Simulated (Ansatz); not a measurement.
**BBrClH3NSi (SMILES ClB/[NH+]=[SiH]/Br) (charge +1): density, localisation and related maps**

Input

```
crystal:
  periodic: [false, false, false]
  atoms:
    - symbol: B
      position_ang: [0.475330, -1.307328, -0.020627]
    - symbol: Br
      position_ang: [0.277131, 3.026633, 1.791343]
    - symbol: Cl
      position_ang: [-1.092263, -2.015195, 0.205256]
    - symbol: N
      position_ang: [0.714119, 0.061231, 0.453334]
    - symbol: Si
      position_ang: [-0.368633, 1.085396, 1.219740]
    - symbol: H
      position_ang: [1.371843, -1.894067, -0.549753]
    - symbol: H
      position_ang: [1.661945, 0.414644, 0.286435]
    - symbol: H
      position_ang: [-1.745310, 0.657929, 1.497206]
basis:
  gaussian: {orbitals: def2-TZVPD}
hamiltonian: {xc: pbe0}
total_charge: 1
output: {forces: true, orbitals: {seedname: orbitals}}
```

Command:

```sh
ansatz run input.yaml --threads 2 --pin off --max-ram 4350MiB --events-out events.jsonl --progress --plain --runs-dir runs
```

Geometry: r2SCAN-D4/def2-SVP.

The calculation used Ansatz, isolated molecule in a Gaussian basis; Kohn-Sham density functional theory, functional PBE0.

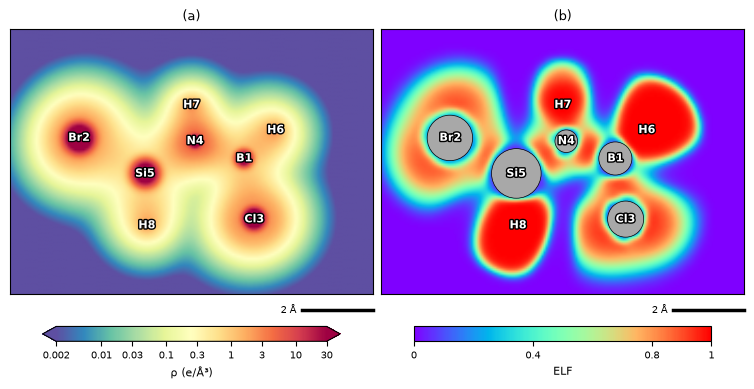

Figure 1. (a) total electron density; (b) electron localisation function on the molecular plane. Grey discs cover the atomic cores in the ELF map.

What do the fields say about this system?

The section cuts through B, Br, Cl, N, Si and H sites. B–N (1.47 Å): ρ is about 1.7 e/Å³ halfway; the ELF peaks at about 0.95 between the atoms, as expected for a shared but strongly polarised pair. Si–N (1.68 Å): the density is about 1.2 e/Å³ at the midpoint; the ELF peaks at about 0.90 between the atoms: a shared but strongly polarised pair. B–Cl (1.73 Å): ρ at the midpoint is about 1.4 e/Å³; the ELF peaks at about 0.90 between the atoms (a shared but strongly polarised pair). Si–Br (2.12 Å): ρ is about 0.92 e/Å³ halfway; the ELF peaks at about 0.85 between the atoms: a polar covalent bond. N–H (1.03 Å): ρ is about 2.9 e/Å³ halfway; the ELF climbs to about 1 towards the hydrogen, as it does in any bond to H: an ordinary covalent bond to hydrogen. The ELF also peaks beside Cl3 and Br2, away from the bonds: lone-pair regions.

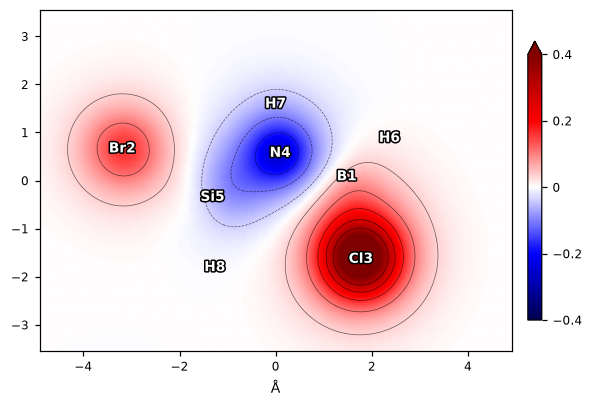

Figure 2. The HOMO−1 on a plane 0.8 Å above the molecular plane (values in Å⁻³ᐟ²; the overall sign is arbitrary).

What is the character of this orbital?

Its weight (Hirshfeld) is mainly on Cl3 (about 65 %) and N4 (about 15 %); it changes sign across the molecular plane (π type). Its energy is −13.90 eV.
